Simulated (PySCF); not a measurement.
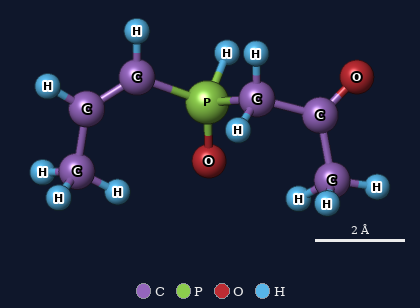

Fig. 1: The structure as given in the input (ball-and-stick view, seen at a tilt). Bond lengths as drawn: C–C 1.34 to 1.52 Å, C–H 1.10 Å, C–O 1.21 Å, C–P 1.80 to 1.84 Å, H–P 1.43 Å and O–P 1.50 Å.

**Run report: C6H11O2P, excited-state calculation**

The run: excited-state calculation of C6H11O2P. Method and program: TDDFT CAM-B3LYP/def2-SVPD, vertical, gas phase, core orbitals frozen in the response (PySCF 2.14.0).

The geometry comes from this level: PBE0-D3(BJ)/def2-SVP. It belongs to a series of runs on one base structure; here: phosphine turned into its oxide.

**Log**
```
coarse grid: 17136 points
cycle   1  E = -726.0882676020  dE =  1.447e+00  |g| = 1.190e+00  |ddm| = 7.889e+00
cycle   2  E = -725.4618470376  dE =  6.264e-01  |g| = 2.179e+00  |ddm| = 3.701e+00
cycle   3  E = -726.3844911515  dE = -9.226e-01  |g| = 1.294e-01  |ddm| = 2.489e+00
cycle   4  E = -726.3873014240  dE = -2.810e-03  |g| = 8.135e-02  |ddm| = 3.231e-01
cycle   5  E = -726.3886754996  dE = -1.374e-03  |g| = 2.723e-02  |ddm| = 1.278e-01
cycle   6  E = -726.3888181559  dE = -1.427e-04  |g| = 5.291e-03  |ddm| = 3.767e-02
cycle   7  E = -726.3888260684  dE = -7.913e-06  |g| = 2.442e-03  |ddm| = 1.355e-02
final grid: 160688 points
cycle   8  E = -726.5120608250  dE = -3.566e-05  |g| = 4.800e-03  |ddm| = 9.903e-02
cycle   9  E = -726.5120564561  dE =  4.369e-06  |g| = 6.929e-03  |ddm| = 1.686e-02
cycle  10  E = -726.5120659701  dE = -9.514e-06  |g| = 8.053e-04  |ddm| = 7.367e-03
cycle  11  E = -726.5120660983  dE = -1.282e-07  |g| = 1.816e-04  |ddm| = 1.354e-03
cycle  12  E = -726.5120661046  dE = -6.297e-09  |g| = 8.919e-05  |ddm| = 4.618e-04
cycle  13  E = -726.5120661066  dE = -1.968e-09  |g| = 1.222e-05  |ddm| = 1.745e-04
cycle  14  E = -726.5120661066  dE = -5.457e-11  |g| = 5.429e-06  |ddm| = 4.209e-05
```

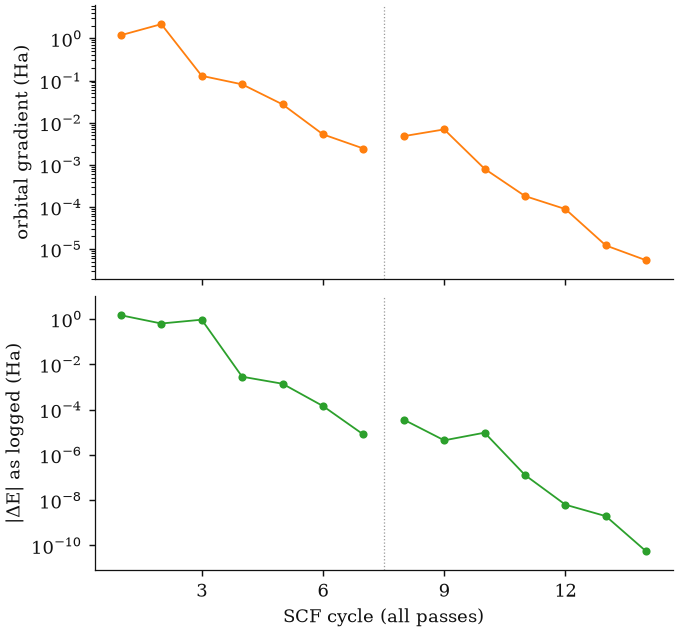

Fig. 2: Convergence of the self-consistent field: orbital gradient and size of the energy change against the SCF cycle. The dotted line marks the change from a coarse to the final integration grid. The first 7 cycles use a coarse grid, the final grid takes over at cycle 8, and the field converges after 14 cycles in all.

```
converged SCF energy = -726.5120661066

Static polarisability (au): isotropic 103.318, principal 79.708 97.077 133.169

Singlet excitations
state   eV       nm        f      main configurations
  1   4.4456    278.9   0.00318   H->L+1 0.39, H->L 0.37, H->L+2 0.09
  2   6.0971    203.3   0.00166   H-1->L 0.73
  3   6.4951    190.9   0.23835   H-2->L 0.67, H->L 0.16
  4   6.7802    182.9   0.11511   H->L+1 0.35, H->L 0.18, H-2->L+1 0.17
  5   6.9513    178.4   0.14618   H-1->L+1 0.50, H-3->L 0.34
  6   7.0071    176.9   0.06589   H-3->L 0.23, H-1->L+1 0.21, H-2->L+1 0.17
  7   7.1975    172.3   0.02013   H-2->L+1 0.37, H->L+2 0.09, H->L+3 0.09
  8   7.3125    169.6   0.07304   H-3->L+1 0.29, H->L+2 0.19, H-2->L+2 0.12
  9   7.4234    167.0   0.01450   H->L+3 0.27, H-1->L+2 0.13, H-3->L+1 0.10
 10   7.5987    163.2   0.02649   H-1->L+2 0.41, H-1->L+5 0.11

Triplet excitations (Tamm-Dancoff, eV): 3.8855 4.1760 5.7275 5.9068
Vertical ionisation energy (delta-SCF) = 9.5718 eV
```

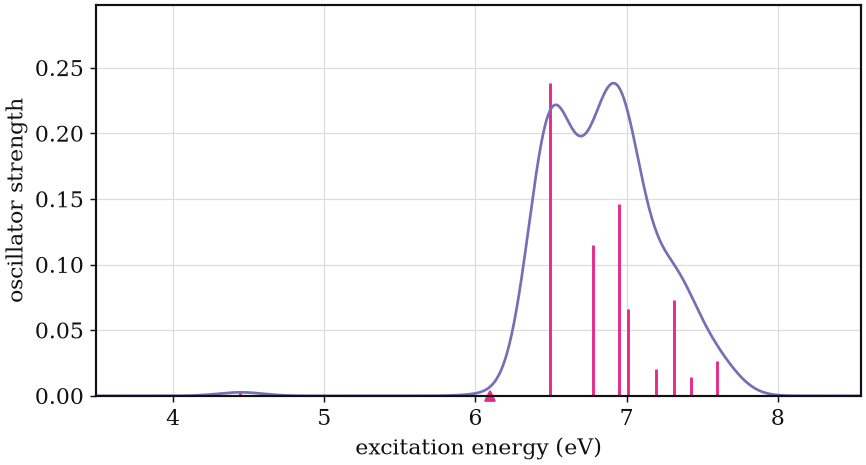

Fig. 3: Computed excitations as sticks (degenerate states added up, dark ones marked on the axis), with a Gaussian envelope of 0.35 eV full width at half maximum, scaled to the tallest. Of the 10 states the lowest lies at 4.45 eV (f = 0.003); the strongest line is at 6.50 eV, or 191 nm (f = 0.238).

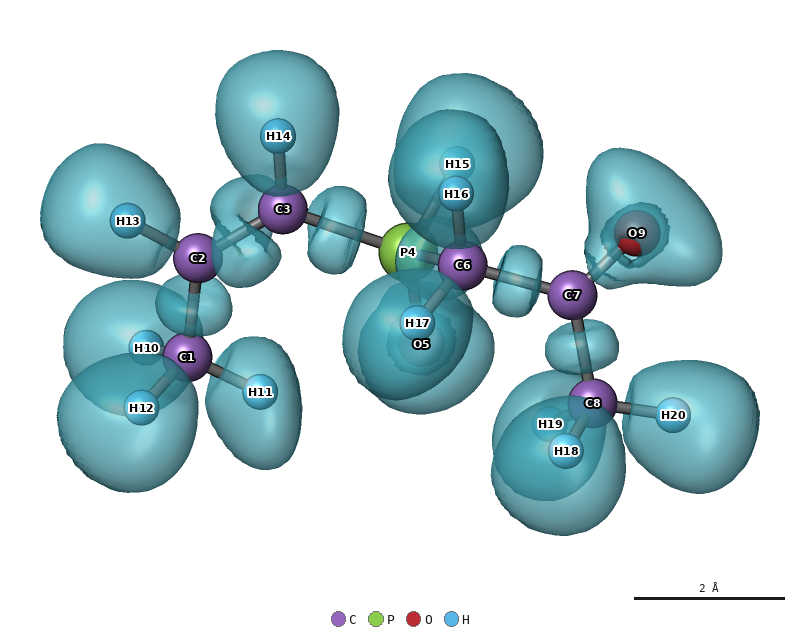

Fig. 4: Isosurface of the ELF at 0.75 (cyan), seen at a tilt. Core shells and regions of very low density are left out. Profiles from the grid: C–O (1.21 Å): the ELF peaks at about 0.85 between the atoms; a double or triple bond. C–C (1.34 Å): the ELF peaks at about 0.95 between the atoms; a double or triple bond.

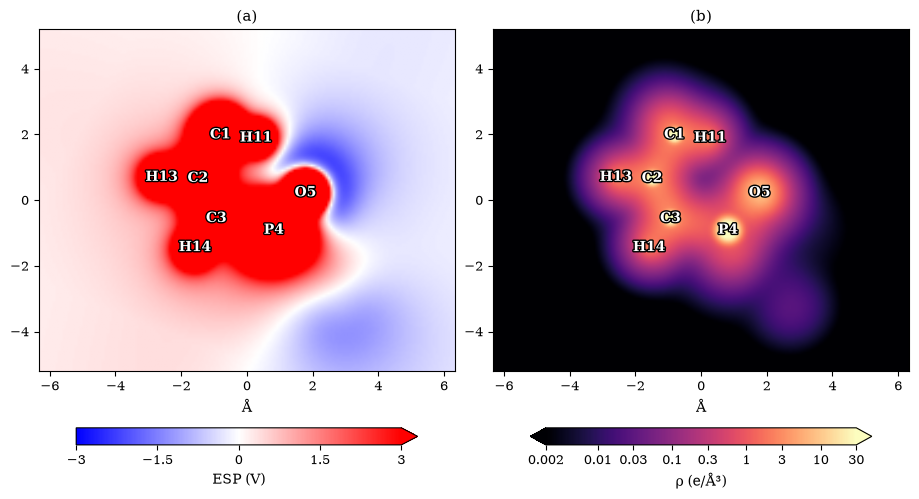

Fig. 5: (a) molecular electrostatic potential; (b) total electron density on the plane of atoms C1, C2 and H13. Atoms in the plane: C, P, O and H. C–C (1.34 Å): ρ at the midpoint is about 2.3 e/Å³. C–P (1.80 Å): ρ at the midpoint is about 1.3 e/Å³. C–H (1.10 Å): ρ at the midpoint is about 2 e/Å³. C–C (1.49 Å): ρ is about 1.8 e/Å³ halfway.

The run was set up as follows.

**The input**
```
{"job": {"kind": "uv", "xc": "CAM-B3LYP", "basis": "def2-SVPD", "ip": true}, "charge": 0, "multiplicity": 1}
C     -2.739699     0.092701    -1.522919
C     -2.695745    -0.377715    -0.110155
C     -1.715980    -0.201416     0.789810
P     -0.157655     0.650682     0.512670
O      0.005439     1.417289    -0.766773
C      1.115551    -0.651144     0.747808
C      2.517495    -0.075364     0.636424
C      3.000723     0.201313    -0.757723
O      3.159199     0.168058     1.629042
H     -3.590655     0.781428    -1.657719
H     -1.816835     0.608361    -1.816415
H     -2.926060    -0.759381    -2.197417
H     -3.579141    -0.933511     0.233426
H     -1.838306    -0.607506     1.801929
H     -0.005684     1.416841     1.706622
H      0.985568    -1.101766     1.742926
H      0.917787    -1.399891    -0.035643
H      3.107505    -0.744538    -1.313084
H      2.239811     0.804748    -1.280862
H      3.965466     0.721983    -0.725251
```

The first line tells a small driver script what to run in PySCF; the rest is the geometry in Å.

Launch command:
```bash
OMP_NUM_THREADS=1 python <driver script> task.json out
```

**Results in brief**

```json
{"quantity": "outcome", "value": "converged"}
{"quantity": "total energy", "value": "−726.512066 hartree"}
{"quantity": "HOMO", "value": "−8.87 eV"}
{"quantity": "LUMO", "value": "0.04 eV"}
{"quantity": "dipole moment", "value": "4.43 D"}
{"quantity": "mean polarisability", "value": "103.32 a.u."}
{"quantity": "vertical ionisation energy", "value": "9.57 eV"}
{"quantity": "lowest singlet excitation", "value": "4.45 eV"}
{"quantity": "hardware", "value": "1 CPU thread, shared host"}
{"quantity": "wall time", "value": "16 min"}
{"quantity": "peak memory", "value": "1.5 GiB"}
```
